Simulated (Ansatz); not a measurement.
## Phonon calculation, with input and output: GeH$_{6}$O

GeH$_{6}$O, computed with RKS PBE0-D4/def2-TZVP (Ansatz 0.2.0).

The geometry is the reactant side of a reaction. The reaction was set up to form Ge1–O7 and H2–H6 and to break Ge1–H2 and H6–O7 (atoms counted from 1 in the order of the input); sticks are drawn by distance alone. The geometry comes from this level: PBE0-D4/def2-TZVP. Figures and captions count atoms from 1; the log counts them from 0 in places.

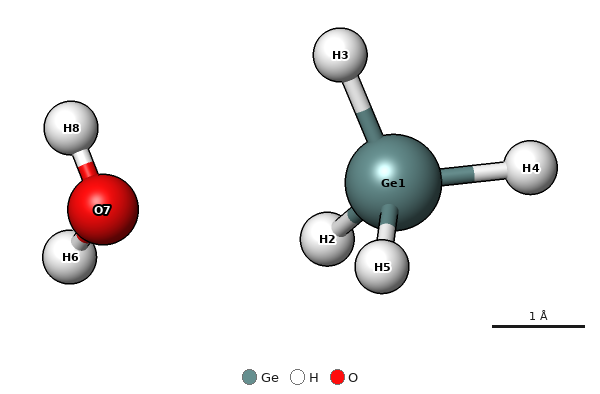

Figure 1. The structure as given in the input (ball-and-stick view, seen at a tilt; atoms are numbered from 1 in the order of the input). Sticks mark near contacts. Bond lengths as drawn: Ge–H 1.53 to 1.54 Å and H–O 0.96 Å.

Input file:
```yaml
crystal:
  periodic: [false, false, false]
  atoms:
    - {symbol: Ge, position_ang: [-0.515600, 0.688169, 0.941968]}
    - {symbol: H, position_ang: [-1.516622, 0.341854, -0.168919]}
    - {symbol: H, position_ang: [0.119378, -0.595512, 1.491858]}
    - {symbol: H, position_ang: [-1.284799, 1.377378, 2.084704]}
    - {symbol: H, position_ang: [0.560979, 1.640144, 0.415675]}
    - {symbol: H, position_ang: [0.420147, -0.889128, -2.171882]}
    - {symbol: O, position_ang: [1.058512, -0.831795, -1.457132]}
    - {symbol: H, position_ang: [1.158003, -1.731108, -1.136174]}
basis:
  gaussian: {orbitals: def2-TZVP}
hamiltonian: {xc: pbe0, dispersion: d4}
phonons: {temperatures: {t_min: 298.15, t_max: 900, t_step: 200}}
```

Output:
```
Functional definition: PBE0
  name "PBE0"
  cite "Adamo & Barone, J. Chem. Phys. 110, 6158 (1999) doi:10.1063/1.478522"
  cite "Perdew, Burke & Ernzerhof, Phys. Rev. Lett. 77, 3865 (1996) doi:10.1103/PhysRevLett.77.3865"
  parent pbe
  parameter a = 0.25
  parameter kappa = 0.804
  parameter beta = 0.06672455060314922
  exchange = (1 - a)*pbe_x(kappa = kappa, mu = beta*pi^2/3) + a*exact_x
  correlation = pbe_c(beta = beta)
816 factors; their error is unknown
mean field evaluation 1: about -58649.7913 eV, gradient 5.2e1 eV
mean field evaluation 2: about -58644.8045 eV, gradient 7.4e1 eV
mean field evaluation 4: about -58653.8066 eV, gradient 1.7e0 eV
mean field evaluation 8: about -58653.8090 eV, gradient 6.5e-2 eV
mean field -58654.08320389 eV, -2155.4978005776 hartree, gradient 4.7e-5 eV, S^2 0.000000; 0 other end points of the search recorded, 0 dependent functions left out
the calculation of the forces begins
reference -58654.08323218 eV, -2155.4978016170 hartree; 23, 23 occupied and 92, 92 virtual orbitals, 816 factors
these checks for a lower state are left out or cut short: stability, starts, cluster_reference, orbital_swaps, neighbouring_geometries, increment
816 factors; their error is unknown
mean field evaluation 16: about -58653.8080 eV, gradient 3.0e-1 eV
mean field -58654.08310527 eV, -2155.4977969532 hartree, gradient 2.2e-6 eV, S^2 0.000000; 0 other end points of the search recorded, 0 dependent functions left out
[... from here on the field's lines of each further geometry are left out, up to the last ...]
the calculation of the forces begins
reference -58654.08319631 eV, -2155.4978002989 hartree; 23, 23 occupied and 92, 92 virtual orbitals, 816 factors
these checks for a lower state are left out or cut short: stability, starts, cluster_reference, orbital_swaps, neighbouring_geometries, increment
816 factors; their error is unknown
mean field -58654.08318435 eV, -2155.4977998594 hartree, gradient 2.2e-6 eV, S^2 0.000000; 0 other end points of the search recorded, 0 dependent functions left out
the calculation of the forces begins
reference -58654.08321263 eV, -2155.4978008987 hartree; 23, 23 occupied and 92, 92 virtual orbitals, 816 factors
Total energy: -58654.14965296 eV, -2155.5002425357 hartree
Atom 0 at    -0.515600     0.688169     0.941968 Å, force    -0.001287    -0.000546    -0.000456 eV/Å
Atom 1 at    -1.516622     0.341854    -0.168919 Å, force     0.000513     0.000381     0.000600 eV/Å
Atom 2 at     0.119378    -0.595512     1.491858 Å, force    -0.000087     0.000326    -0.000020 eV/Å
Atom 3 at    -1.284799     1.377378     2.084704 Å, force     0.000634    -0.000314    -0.000408 eV/Å
Atom 4 at     0.560979     1.640144     0.415675 Å, force     0.000183     0.000187     0.000206 eV/Å
Atom 5 at     0.420147    -0.889128    -2.171882 Å, force     0.002447    -0.000212     0.002958 eV/Å
Atom 6 at     1.058512    -0.831795    -1.457132 Å, force    -0.001984    -0.003459    -0.001481 eV/Å
Atom 7 at     1.158003    -1.731108    -1.136174 Å, force    -0.000418     0.003637    -0.001398 eV/Å
Dipole moment:    -0.118617    -0.370319    -0.220946 e Å
Vibrations: 36.45 71.92 104.27 112.18 175.71 204.98 817.48 822.72 824.18 920.75 922.84 1623.68 2145.96 2165.67 2170.90 2191.40 3846.96 3954.57 cm⁻¹, zero-point energy 1.432799 eV
```

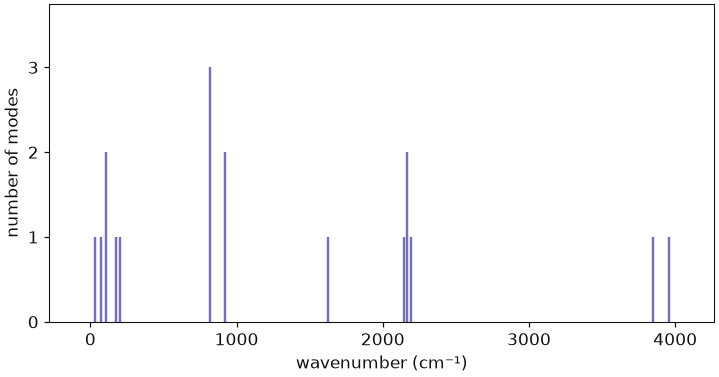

Figure 2. Harmonic vibrational wavenumbers from the force constants; neighbouring modes closer than 18 cm⁻¹ are counted in one stick. 18 modes from 34 to 3955 cm⁻¹, none imaginary.

Results in brief:

- outcome: converged
- total energy: −58654.1497 eV
- mean-field energy: −58654.0832 eV
- dispersion energy: −0.0664 eV
- largest force (length of the vector): 0.004 eV/Å
- dipole moment: 2.15 D
- hardware: 2 CPU threads, shared host
- wall time: 51 s (CPU time 95 s)
- peak memory: 0.23 GiB
